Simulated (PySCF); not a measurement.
# SVWN5/STO-6G run of HBS (hydrogen boron sulfide)

Aim: the vertical singlet–triplet gap of HBS (hydrogen boron sulfide) at SVWN5/STO-6G, from 2 runs. The job is set up through a Python script.

The results are computed with PySCF 2.14.0.

29 further runs of the same task are left out: 15 that didn't finish, 14 set aside as unsound or not needed.

## (1) The system as given

HBS has 3 atoms, charge 0, and is taken as a singlet. SMILES: `B=S`. Geometry: relaxed at GFN2-xTB.

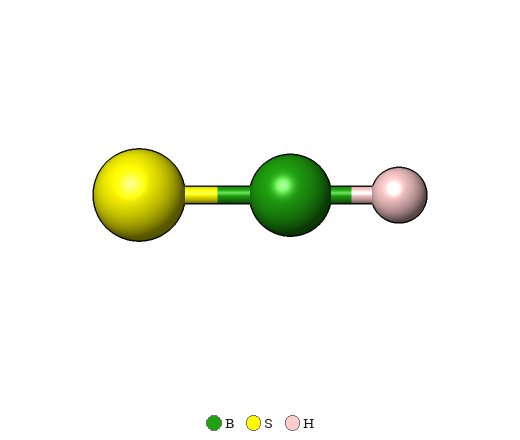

Viewed from a chosen angle; boron green, sulfur yellow, hydrogen pink.

## (2) The energy at SVWN5/STO-6G

Contents of input.py:

```python
from pyscf import gto, dft

molecule = gto.Mole()
molecule.atom = [
    ('B', (-0.041030, -0.016100, 0.142540)),
    ('S', (0.395320, 0.146510, -1.379660)),
    ('H', (-0.354300, -0.130410, 1.237110)),
]
molecule.basis = 'sto-6g'
molecule.verbose = 4
molecule.max_memory = 1860
molecule.build()

myscf = dft.RKS(molecule)
myscf.xc = 'svwn'
myscf.grids.level = 5
myscf.conv_tol = 1e-10
myscf.kernel()
if not myscf.converged:
    myscf = myscf.newton().run(myscf.mo_coeff, myscf.mo_occ)

energy = myscf.e_tot
print(f'total energy: {energy:.8f} hartree')
```

Command:

```
$ OMP_NUM_THREADS=1 python input.py
```

Log:

```text
PySCF version 2.14.0

[INPUT] num. atoms = 3
[INPUT] num. electrons = 22
[INPUT] charge = 0
[INPUT] spin (= nelec alpha-beta = 2S) = 0
[INPUT] symmetry False subgroup None
[INPUT] Mole.unit = angstrom
[INPUT] Symbol           X                Y                Z      unit          X                Y                Z       unit  Magmom
[INPUT]  1 B     -0.041030000000  -0.016100000000   0.142540000000 AA   -0.077535462891  -0.030424590605   0.269361561796 Bohr   0.0
[INPUT]  2 S      0.395320000000   0.146510000000  -1.379660000000 AA    0.747046531563   0.276863774510  -2.607179545017 Bohr   0.0
[INPUT]  3 H     -0.354300000000  -0.130410000000   1.237110000000 AA   -0.669529965933  -0.246439183905   2.337799085961 Bohr   0.0

nuclear repulsion = 32.0014586742696
number of shells = 9
number of NR pGTOs = 90
number of NR cGTOs = 15
basis = sto-6g
ecp = {}

******** <class 'pyscf.dft.rks.RKS'> ********
method = RKS
initial guess = minao
damping factor = 0
level_shift factor = 0
DIIS = <class 'pyscf.scf.diis.CDIIS'>
diis_start_cycle = 1
diis_space = 8
diis_damp = 0
SCF conv_tol = 1e-10
SCF conv_tol_grad = None
SCF max_cycles = 50
direct_scf = True
direct_scf_tol = 1e-13
XC library pyscf.dft.libxc version 7.0.0
    S. Lehtola, C. Steigemann, M. J.T. Oliveira, and M. A.L. Marques.,  SoftwareX 7, 1–5 (2018)
XC functionals = svwn
    P. A. M. Dirac.,  Math. Proc. Cambridge Philos. Soc. 26, 376 (1930)
    F. Bloch.,  Z. Phys. 57, 545 (1929)
    S. H. Vosko, L. Wilk, and M. Nusair.,  Can. J. Phys. 58, 1200 (1980)
radial grids:
    Treutler-Ahlrichs [JCP 102, 346 (1995); DOI:10.1063/1.469408] (M4) radial grids

becke partition: Becke, JCP 88, 2547 (1988); DOI:10.1063/1.454033
pruning grids: <function nwchem_prune>
grids dens level: 5
symmetrized grids: False
atomic radii adjust function: <function treutler_atomic_radii_adjust>
small_rho_cutoff = 0
Set gradient conv threshold to 1e-05
Initial guess from minao.
tot grids = 109752
init E= -420.399637368884
  HOMO = -0.270105763494469  LUMO = -0.0172842300964894  gap/eV = 6.87962
cycle= 1 E= -420.452667527023  delta_E= -0.053  |g|= 0.277  |ddm|= 2.38
  HOMO = -0.16524342686087  LUMO = 0.0581605324295805  gap/eV = 6.07913
cycle= 2 E= -419.928537897135  delta_E= 0.524  |g|= 1.29  |ddm|= 1.87
  HOMO = -0.166731872928443  LUMO = 0.0671952741411196  gap/eV = 6.36548
cycle= 3 E= -420.482211315066  delta_E= -0.554  |g|= 0.0478  |ddm|= 1.44
  HOMO = -0.169196219014165  LUMO = 0.0657209504305263  gap/eV = 6.39242
cycle= 4 E= -420.483006435703  delta_E= -0.000795  |g|= 0.0072  |ddm|= 0.0567
  HOMO = -0.169106509597754  LUMO = 0.0660361062654886  gap/eV = 6.39856
cycle= 5 E= -420.483023283173  delta_E= -1.68e-05  |g|= 0.00138  |ddm|= 0.00745
  HOMO = -0.169190991950871  LUMO = 0.066042680076457  gap/eV = 6.40103
cycle= 6 E= -420.483023982762  delta_E= -7e-07  |g|= 8.04e-05  |ddm|= 0.00173
  HOMO = -0.169182446172318  LUMO = 0.0660577205237243  gap/eV = 6.40121
cycle= 7 E= -420.48302398497  delta_E= -2.21e-09  |g|= 1.05e-05  |ddm|= 9.35e-05
  HOMO = -0.169182654036683  LUMO = 0.0660582747615673  gap/eV = 6.40123
cycle= 8 E= -420.483023985009  delta_E= -3.84e-11  |g|= 1.04e-07  |ddm|= 1.32e-05
  HOMO = -0.169182665020513  LUMO = 0.0660582929213659  gap/eV = 6.40123
Extra cycle  E= -420.483023985009  delta_E= -1.14e-13  |g|= 3.91e-07  |ddm|= 6.34e-07
converged SCF energy = -420.483023985009
total energy: -420.48302399 hartree
```

Run time: 1.5 s. Hardware: 1 thread of Arm Neoverse V1, shared host; peak memory 0.13 GiB.

## (3) The triplet, same level

Contents of run.py:

```python
from pyscf import gto, dft

mol = gto.Mole()
mol.atom = '''
B   -0.041030  -0.016100   0.142540
S    0.395320   0.146510  -1.379660
H   -0.354300  -0.130410   1.237110
'''
mol.basis = 'sto-6g'
mol.spin = 2
mol.verbose = 3
mol.max_memory = 1860
mol.build()

mf = dft.UKS(mol)
mf.xc = 'svwn'
mf.grids.level = 5
mf.conv_tol = 1e-10
mf.kernel()
if not mf.converged:
    mf = mf.newton().run(mf.mo_coeff, mf.mo_occ)

e_final = mf.e_tot
print('E = %.10f Eh' % e_final)
```

Command:

```
$ OMP_NUM_THREADS=1 python run.py
```

Log:

```text
WARN: HOMO -0.017284230096489 >= LUMO -0.270105763494471

WARN: HOMO 0.0590370996626476 >= LUMO -0.164325368267063

WARN: HOMO 0.0467372420954399 >= LUMO -0.155902354310675

WARN: HOMO 0.0484917428787208 >= LUMO -0.157190072405458

WARN: HOMO 0.0483895292544295 >= LUMO -0.156954597331596

WARN: HOMO 0.0483365864890388 >= LUMO -0.157056294910428

WARN: HOMO 0.0483089283889302 >= LUMO -0.157088652941404

WARN: HOMO 0.0483118529627227 >= LUMO -0.157080902894553

WARN: HOMO 0.048311475722441 >= LUMO -0.157081168040621

WARN: HOMO 0.0483115242571118 >= LUMO -0.157081241693912

converged SCF energy = -420.269094771848  <S^2> = 2.0027044  2S+1 = 3.0018024
E = -420.2690947718 Eh
```

Wall time 1.9 s (1 thread of Arm Neoverse V1, shared host); peak memory 0.13 GiB.

## (4) What came out

Level: SVWN5/STO-6G.

| quantity | value |
| --- | --- |
| singlet: total energy | -420.48302 Eh |
| singlet: dipole moment | 0.07 D |
| singlet: HOMO energy | -4.60 eV |
| singlet: LUMO energy | 1.80 eV |
| singlet: HOMO–LUMO gap | 6.40 eV |
| triplet: total energy | -420.26909 Eh |
| triplet: dipole moment | 1.27 D |
| triplet: ⟨S²⟩ | 2.003 |
| vertical energy of the triplet above the singlet | 5.821 eV |

What this shows: At this shape the triplet lies 5.82 eV (562 kJ/mol) above the singlet. In a minimal basis such a difference can be off by several eV, whatever the method.
